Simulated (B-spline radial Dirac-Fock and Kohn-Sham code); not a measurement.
Neutral Ir, N4 (4d3/2) edge at 311.9 eV. Level of theory: the first Born approximation on oscillator strengths in a Dirac–Hartree–Slater potential with a Latter tail, continuum alone (no white lines or fine structure); calculated with a B-spline radial atomic code.

Before looking at the plot, say what to expect. Its caption: Energy-differential cross section of an inner-shell edge in electron energy loss, for the beam voltage and collection angle in the key.

The spectrum shows an edge that is largest at threshold, dips and rises to a second, lower hump: 16 b/eV just above threshold, 16 b/eV at most and 11 b/eV 300 eV higher, for 300 kV, 20 mrad. Integrated over the first 100 eV that is 1210 b.

The result:

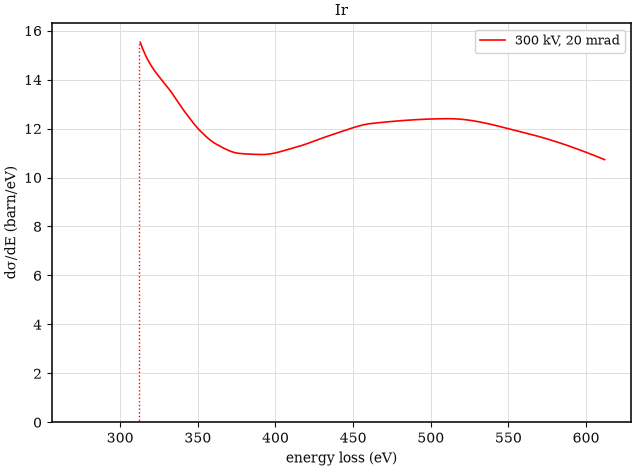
